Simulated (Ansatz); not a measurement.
# SiPb (model cell, started as layered BN type): phonons and vibrational spectra, part 2 of 2

The cell of SiPb (model cell, started as layered BN type) is at rest. What are its phonons? After the zone centre comes a 3×3×2 q mesh on a 12×12×8 k mesh.

Ansatz 0.2.0; DFT PBEsol, scalar-relativistic, plane waves, PAW.

So far. Step 2 (Modes at Γ): Before it was imposed, the acoustic sum rule was missed by 1.8e-5 eV/Å². Small misses are needed for a sound result but don't prove that mesh and cutoff are converged. The lowest optical mode is real, 27.6 cm⁻¹.

The structure was built from a prototype and need not be the compound's stable phase.

## Step 3: The dispersion (continued)

The phonon density of states has structure finer than the step of the table below, so its rows give means over 20 cm⁻¹, whole bins alone (the curve runs from -7.5 to 252 cm⁻¹). Peaks (cm⁻¹: height): 37.5: 0.142, 82.5: 0.0908, 177.5: 0.0448, 232.5: 0.173.

Tetrahedra on a 15×15×12 mesh, mean over bins of 5 cm-1. Interpolated from a 3×3×2 q mesh. Phonon density of states against wavenumber; means over each step:

```
wavenumber (cm⁻¹)  phonon density of states (1/cm⁻¹/cell)
               20                                  0.0728
               40                                  0.0943
               60                                  0.0623
               80                                  0.0561
              100                                  6.8e-4
              120                                       0
              140                                  0.0234
              160                                  0.0348
              180                                  0.0338
              200                                  0.0326
              220                                  0.0614
              240                                   0.107
```

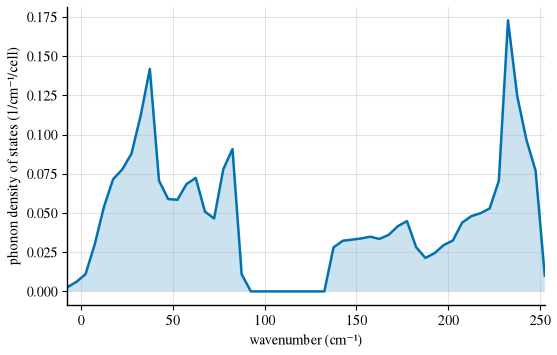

Phonon density of states against wavenumber.

The partial phonon density of states has structure finer than the step of the table below, so its rows give means over 20 cm⁻¹, whole bins alone (the curve runs from -19.4 to 270 cm⁻¹). Peaks (cm⁻¹: height): Pb 35.2: 0.128, 57.0: 0.0720, 80.7: 0.0932, 233.5: 0.0179; Si 148.0: 0.0420, 162.5: 0.0548, 177.1: 0.0532, 233.5: 0.154.

Phonopy on the run's constants, 13x13x9 mesh, Gaussian sigma 2.1 cm-1. Interpolated from a 3×3×2 q mesh. The partial phonon density of states by wavenumber; means over each step; values in 1/cm⁻¹/cell:

```
wavenumber (cm⁻¹)       Pb       Si
                0   0.0117  0.00155
               20   0.0642  0.00805
               40   0.0865  0.00966
               60   0.0582  0.00313
               80   0.0553  0.00121
              100   1.7e-4   1.2e-6
              120        0   1.7e-5
              140   8.3e-4   0.0245
              160  0.00256   0.0294
              180  0.00350   0.0297
              200  0.00147   0.0328
              220  0.00345   0.0539
              240   0.0113    0.102
```

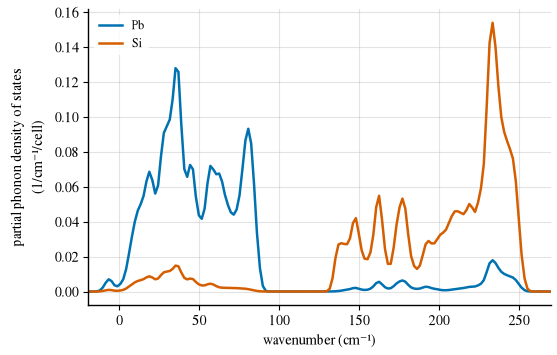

Partial phonon density of states, plotted against wavenumber.

Symmetry leaves 6 wavevectors to solve. The lowest mode among them, the acoustic zeros apart, lies at q = (0, 0.333, 0) and is real, 5.3 cm⁻¹. Between them the interpolated path dips to 11i cm⁻¹.

## Step 4: Isotope substitution, element Pb, natural mass 207.2 amu

An isotope changes the mass and not the force constants, so no new electronic calculation is needed; the shifts show which modes move this element.

The same force constants with the mass of Pb changed from 207.200 to 203.973 u (phonopy, no LO-TO term). Both lists are sorted by frequency; levels can cross, so a row need not hold one and the same mode. Modes under 3 cm⁻¹ are left out. Isotope shifts, by row, the first 40 of 45 rows:

```
            q  rank  natural mass (cm⁻¹)  changed mass (cm⁻¹)
        0 0 0     4                27.59                27.78
        0 0 0     5                32.79                33.02
        0 0 0     6                32.79                33.02
        0 0 0     7                166.7                166.8
        0 0 0     8                176.9                  177
        0 0 0     9                  239                239.2
        0 0 0    10                  239                239.2
        0 0 0    11                250.7                250.9
        0 0 0    12                250.7                250.9
     0 0 -0.5     1                 9.24                 9.31
     0 0 -0.5     2                 9.24                 9.31
     0 0 -0.5     3                 9.24                 9.31
     0 0 -0.5     4                 9.24                 9.31
     0 0 -0.5     5                64.68                65.17
     0 0 -0.5     6                64.68                65.17
     0 0 -0.5     7                157.5                157.6
     0 0 -0.5     8                157.5                157.6
     0 0 -0.5     9                236.5                236.7
     0 0 -0.5    10                236.5                236.7
     0 0 -0.5    11                236.5                236.7
     0 0 -0.5    12                236.5                236.7
   0 0.3333 0     1                  5.3                 5.34
   0 0.3333 0     2                24.74                24.91
   0 0.3333 0     3                28.02                28.22
   0 0.3333 0     4                35.29                35.54
   0 0.3333 0     5                65.28                65.77
   0 0.3333 0     6                71.94                72.48
   0 0.3333 0     7                178.3                178.5
   0 0.3333 0     8                194.3                194.4
   0 0.3333 0     9                204.5                204.6
   0 0.3333 0    10                230.2                230.5
   0 0.3333 0    11                235.6                235.7
   0 0.3333 0    12                242.1                242.3
0 0.3333 -0.5     1                18.86                   19
0 0.3333 -0.5     2                18.86                   19
0 0.3333 -0.5     3                60.61                61.08
0 0.3333 -0.5     4                60.61                61.08
0 0.3333 -0.5     5                70.72                71.24
0 0.3333 -0.5     6                70.72                71.24
0 0.3333 -0.5     7                141.3                141.4
```

A mode of this element alone would shift by +0.79 %. The highest zone-centre frequency without the field goes from 250.7 to 250.9 cm⁻¹ (+0.1 %). The product of the frequency ratios over all optical modes at Γ is 1.027; the product rule, (m/m′)^(3k/2) (M′/M)^(3/2) with k = 2 such atoms and M the mass of the cell, gives 1.027.

## Step 5: Isotope substitution, element Si, natural mass 28.085 amu

The same for Si, from 28.09 to 29.97 u.

A mode of this element alone would shift by -3.20 %. The highest zone-centre frequency without the field goes from 250.7 to 243.5 cm⁻¹ (-2.9 %). The product of the frequency ratios over all optical modes at Γ is 0.833; the product rule, (m/m′)^(3k/2) (M′/M)^(3/2) with k = 2 such atoms and M the mass of the cell, gives 0.833.

## Step 6: Results

| Quantity | Value |
| --- | --- |
| space group (within 0.01 Å) | P6_3/mmc |
| volume per atom | 28.7 Å³ |
| electronic character | no gap on this mesh |
| highest optical mode at the zone centre (no LO-TO term) | 251 cm⁻¹ |
| lowest optical zone-centre mode | 27.6 cm⁻¹ |
| lowest mode on the q mesh (acoustic modes at Γ apart) | 5.3 cm⁻¹ |
| highest frequency on the path or at a solved wavevector | 253 cm⁻¹ |
| imaginary modes on the 3×3×2 q mesh | none |

In words: No mode is imaginary at the 6 irreducible wavevectors solved, but between them the interpolated path dips to 11.0i cm⁻¹, so stability is not settled. The optical modes at Γ span 28 to 251 cm⁻¹. The highest mode in this list at Γ, 250.7 cm⁻¹, is mostly motion of Si (89 % of the kinetic energy). With no gap, or one that is small against the smearing, the frequencies hang on the k mesh and the smearing, most of all near Kohn anomalies. Spin-orbit coupling is left out, which can matter for the heavy elements here. The starting cell was built on a prototype and not taken from a measurement, so the phase need not exist. These are harmonic frequencies at zero temperature: anharmonic shifts, linewidths and thermal expansion are left out.

[Logs are printed without paths, hosts, clocks, repeated set-up lines and the standing remarks that a program may print on its own settings, such as how far it seeks lower states.]

[Hosts, paths, dates, database ids (printed as entryN), source tags and the programs' standing remarks are cut or masked in the printed files.]
